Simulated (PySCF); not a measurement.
# Ge3SiH10: geometry relaxation (part 2 of 2)

The same run, continued: Ge3SiH10 (n-GeGeGeSiH10); PBE0-D3(BJ)/def2-SVP geometry optimisation, gas phase (PySCF 2.14.0). 

Geometry of the input (Å):
```
Ge -0.2589  2.2356  -0.9480
Ge 0.3191  1.1914  1.0380
Ge -0.1416  -1.1673  1.1474
Si 0.2418  -2.4420  -0.7872
H  -1.3201  1.5133  -1.8144
H  -0.9877  3.6625  -0.7731
H  0.8381  2.5720  -1.9138
H  -0.2398  1.9638  2.1951
H  1.8019  1.5184  1.3181
H  -1.4683  -1.3078  1.8198
H  0.7431  -1.6808  2.3472
H  -0.4990  -1.7574  -1.8694
H  -0.5562  -3.7341  -0.6318
H  1.5083  -2.6113  -1.0848
```

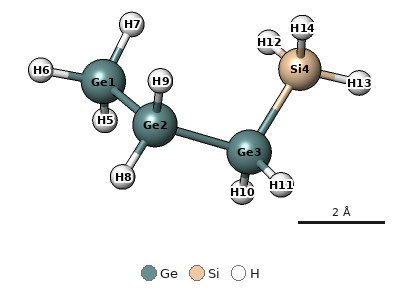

The geometry at step 13 of the log (ball-and-stick view, seen at a tilt; atoms are numbered from 1 in the order of the input).

### Trajectory as extended XYZ, continued
```
14
Properties=species:S:1:pos:R:3:forces:R:3 step=10 energy=-177547.25434
Ge   -0.4759    2.1172   -1.0256   -0.0006  -0.0420   0.0189
Ge    0.4311    1.2365    1.0485    0.0143   0.0320  -0.0386
Ge   -0.2786   -1.0728    1.2794    0.0018   0.0177   0.0194
Si    0.3621   -2.2630   -0.6824    0.0420  -0.0027   0.0171
H    -1.8932    1.5520   -1.2434   -0.0024   0.0174  -0.0024
H    -0.5523    3.6540   -1.0096    0.0068   0.0146   0.0010
H     0.4063    1.6734   -2.2076   -0.0009   0.0000   0.0017
H    -0.0347    2.0932    2.2431   -0.0149  -0.0202   0.0061
H     1.9719    1.2953    0.9942   -0.0021   0.0018   0.0072
H    -1.8131   -1.1045    1.4362    0.0015  -0.0003  -0.0071
H     0.3422   -1.7118    2.5383    0.0040  -0.0129  -0.0081
H    -0.1951   -1.5645   -1.8815    0.0021   0.0033  -0.0030
H    -0.1470   -3.6679   -0.6613    0.0103  -0.0059  -0.0036
H     1.8568   -2.2809   -0.7850   -0.0618  -0.0028  -0.0086
14
Properties=species:S:1:pos:R:3:forces:R:3 step=11 energy=-177547.25634
Ge   -0.4864    2.1403   -1.0232    0.0103  -0.0407   0.0206
Ge    0.4284    1.2343    1.0354    0.0071   0.0245  -0.0412
Ge   -0.2866   -1.0734    1.2681   -0.0095   0.0337   0.0141
Si    0.3815   -2.2891   -0.6678    0.0353  -0.0051   0.0138
H    -1.9386    1.6584   -1.2040   -0.0041   0.0150   0.0015
H    -0.4685    3.6793   -1.0230    0.0035   0.0112  -0.0022
H     0.3438    1.6321   -2.2171   -0.0063   0.0016  -0.0036
H    -0.0271    2.0804    2.2415   -0.0086  -0.0127   0.0065
H     1.9686    1.2907    0.9659   -0.0003   0.0015   0.0143
H    -1.8248   -1.0963    1.3877    0.0015  -0.0052   0.0033
H     0.3024   -1.6929    2.5516    0.0049  -0.0225  -0.0118
H    -0.1903   -1.6228   -1.8782   -0.0024  -0.0007  -0.0051
H    -0.0962   -3.7045   -0.6190    0.0007  -0.0011  -0.0058
H     1.8744   -2.2805   -0.7748   -0.0320   0.0004  -0.0045
14
Properties=species:S:1:pos:R:3:forces:R:3 step=12 energy=-177547.25853
Ge   -0.5065    2.1672   -1.0170    0.0160  -0.0196   0.0094
Ge    0.4295    1.2312    1.0153    0.0002   0.0065  -0.0239
Ge   -0.3063   -1.0699    1.2505   -0.0181   0.0343  -0.0027
Si    0.4179   -2.3192   -0.6429    0.0069  -0.0063   0.0037
H    -2.0072    1.8351   -1.1141   -0.0046   0.0081   0.0062
H    -0.3293    3.6959   -1.0664   -0.0002   0.0029  -0.0036
H     0.2084    1.5450   -2.2317   -0.0112   0.0017  -0.0059
H     0.0013    2.0657    2.2393   -0.0015   0.0004   0.0028
H     1.9685    1.2736    0.9174    0.0023   0.0007   0.0194
H    -1.8485   -1.0782    1.3044    0.0003  -0.0088   0.0152
H     0.2238   -1.6722    2.5671    0.0070  -0.0224  -0.0115
H    -0.1693   -1.7039   -1.8729   -0.0039  -0.0064  -0.0060
H    -0.0093   -3.7490   -0.5582   -0.0098   0.0035  -0.0049
H     1.9074   -2.2652   -0.7476    0.0166   0.0054   0.0017
14
Properties=species:S:1:pos:R:3:forces:R:3 step=13 energy=-177547.25854
Ge   -0.5240    2.1860   -1.0096    0.0122   0.0054  -0.0045
Ge    0.4335    1.2285    0.9998   -0.0013  -0.0078  -0.0023
Ge   -0.3265   -1.0651    1.2338   -0.0167   0.0203  -0.0151
Si    0.4496   -2.3381   -0.6236   -0.0201  -0.0042  -0.0049
H    -2.0504    1.9839   -1.0258   -0.0039   0.0022   0.0097
H    -0.2203    3.6925   -1.1146   -0.0021  -0.0052  -0.0013
H     0.0741    1.4742   -2.2381   -0.0065   0.0027  -0.0059
H     0.0340    2.0571    2.2374   -0.0002   0.0077  -0.0015
H     1.9712    1.2530    0.8787    0.0020  -0.0016   0.0176
H    -1.8697   -1.0636    1.2368   -0.0004  -0.0086   0.0171
H     0.1554   -1.6621    2.5711    0.0095  -0.0144  -0.0075
H    -0.1431   -1.7659   -1.8718   -0.0005  -0.0084  -0.0055
H     0.0600   -3.7769   -0.5120   -0.0121   0.0045  -0.0018
H     1.9365   -2.2473   -0.7188    0.0400   0.0075   0.0059
14
Properties=species:S:1:pos:R:3:forces:R:3 step=14 energy=-177547.25926
Ge   -0.5225    2.1890   -1.0062    0.0040   0.0192  -0.0116
Ge    0.4337    1.2281    1.0017    0.0006  -0.0154   0.0081
Ge   -0.3280   -1.0660    1.2301   -0.0073   0.0052  -0.0118
Si    0.4488   -2.3369   -0.6292   -0.0276   0.0013  -0.0103
H    -2.0495    1.9889   -1.0185   -0.0013  -0.0012   0.0095
H    -0.2205    3.6962   -1.1083    0.0008  -0.0083   0.0011
H     0.0707    1.4824   -2.2401   -0.0043  -0.0015   0.0001
H     0.0329    2.0557    2.2397   -0.0045   0.0065  -0.0030
H     1.9720    1.2499    0.8885    0.0009  -0.0016   0.0093
H    -1.8710   -1.0696    1.2441    0.0005  -0.0037   0.0090
H     0.1622   -1.6733    2.5600    0.0098  -0.0039  -0.0030
H    -0.1404   -1.7665   -1.8800    0.0032  -0.0042  -0.0037
H     0.0557   -3.7749   -0.5190   -0.0063   0.0031   0.0013
H     1.9365   -2.2468   -0.7196    0.0314   0.0046   0.0051
14
Properties=species:S:1:pos:R:3:forces:R:3 step=15 energy=-177547.25980
Ge   -0.5216    2.1996   -0.9955   -0.0049   0.0174  -0.0105
Ge    0.4330    1.2244    1.0061    0.0023  -0.0137   0.0196
Ge   -0.3314   -1.0696    1.2191    0.0040  -0.0203  -0.0058
Si    0.4485   -2.3351   -0.6435   -0.0176   0.0078  -0.0128
H    -2.0512    2.0189   -0.9892    0.0005  -0.0026   0.0052
H    -0.2037    3.7031   -1.0970    0.0049  -0.0018   0.0018
H     0.0476    1.4902   -2.2390   -0.0017  -0.0048   0.0050
H     0.0291    2.0480    2.2460   -0.0067   0.0019  -0.0044
H     1.9722    1.2400    0.9055    0.0003   0.0017  -0.0026
H    -1.8739   -1.0819    1.2502    0.0013   0.0023  -0.0011
H     0.1738   -1.6943    2.5362    0.0062   0.0108   0.0009
H    -0.1340   -1.7717   -1.9006    0.0067   0.0037   0.0007
H     0.0537   -3.7724   -0.5317    0.0022  -0.0007   0.0021
H     1.9384   -2.2430   -0.7232    0.0023  -0.0015   0.0019
14
Properties=species:S:1:pos:R:3:forces:R:3 step=16 energy=-177547.25989
Ge   -0.5218    2.2075   -0.9864   -0.0045   0.0095  -0.0042
Ge    0.4315    1.2205    1.0103    0.0026  -0.0072   0.0167
Ge   -0.3320   -1.0745    1.2116    0.0049  -0.0223  -0.0043
Si    0.4484   -2.3339   -0.6550   -0.0036   0.0065  -0.0083
H    -2.0534    2.0454   -0.9664    0.0005  -0.0002   0.0017
H    -0.1854    3.7068   -1.0902    0.0040  -0.0012   0.0010
H     0.0282    1.4901   -2.2339   -0.0014  -0.0036   0.0047
H     0.0244    2.0398    2.2522   -0.0050  -0.0014  -0.0029
H     1.9710    1.2346    0.9148   -0.0003   0.0039  -0.0050
H    -1.8743   -1.0906    1.2502    0.0015   0.0028  -0.0030
H     0.1813   -1.7054    2.5226    0.0034   0.0113   0.0029
H    -0.1318   -1.7730   -1.9141    0.0052   0.0069   0.0018
H     0.0552   -3.7717   -0.5422    0.0041  -0.0011  -0.0005
H     1.9392   -2.2394   -0.7302   -0.0114  -0.0038  -0.0005
```

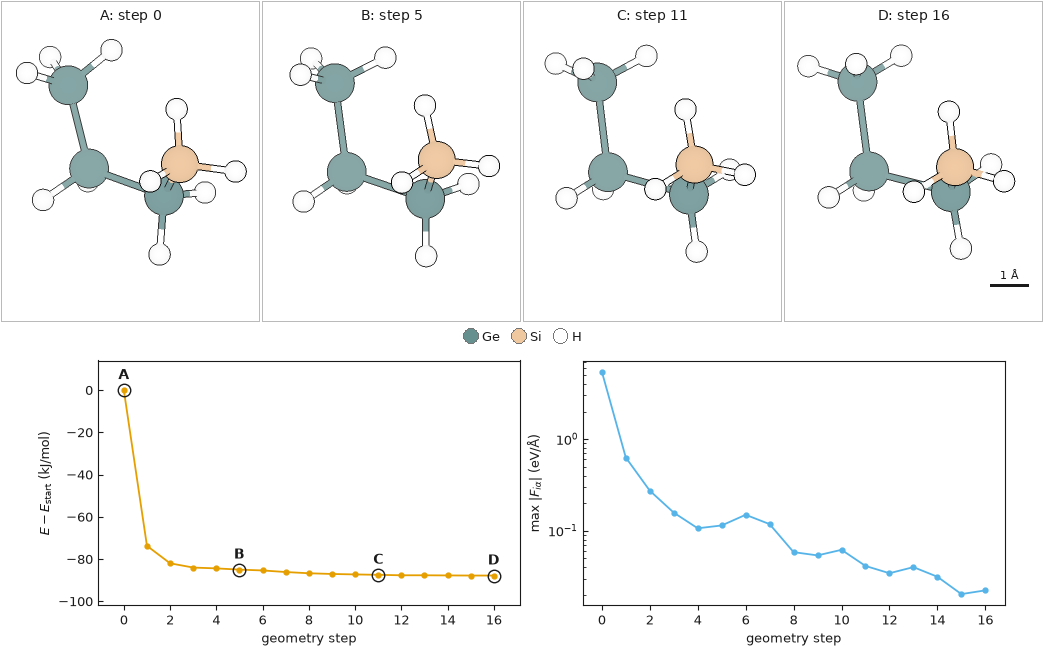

Frames of the relaxation (ball-and-stick view, seen at a tilt) above the curves, on which the letters mark them (steps are counted from 0).

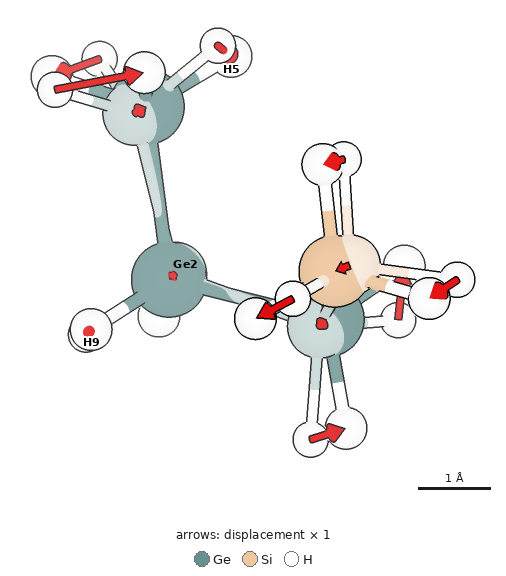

Start (faint) and end (solid) with the displacements as red arrows, at true length (ball-and-stick view, seen at a tilt). The two geometries are laid on each other by the best rigid fit. The atom that moves furthest after the best rigid fit is H7 (1.31 Å). Largest moves by element: H 1.31 Å, Ge 0.25 Å, Si 0.23 Å. Distances before and after: Si4–H14 1.312 → 1.496 Å, Ge1–Ge2 2.317 → 2.423 Å, Ge1–H6 1.612 → 1.540 Å, Ge3–H10 1.494 → 1.543 Å. Among the angles that change: H8–Ge2–H9 96.2° → 108.0°, H10–Ge3–H11 97.2° → 107.9°, H5–Ge1–H6 99.4° → 108.7°. Over 16 geometry steps the energy falls by 87.8 kJ/mol. Largest force component: 5.5 eV/Å at the start, 0.022 eV/Å at the end. (Atoms are counted from 1 in the order of the input.)

### Summary

| quantity | value |
| --- | --- |
| outcome | converged |
| total energy | −6524.741509 hartree |
| dipole moment | 0.09 D |
| point group | C1 |
| wall time | 11 min |
| peak memory | 0.81 GiB |
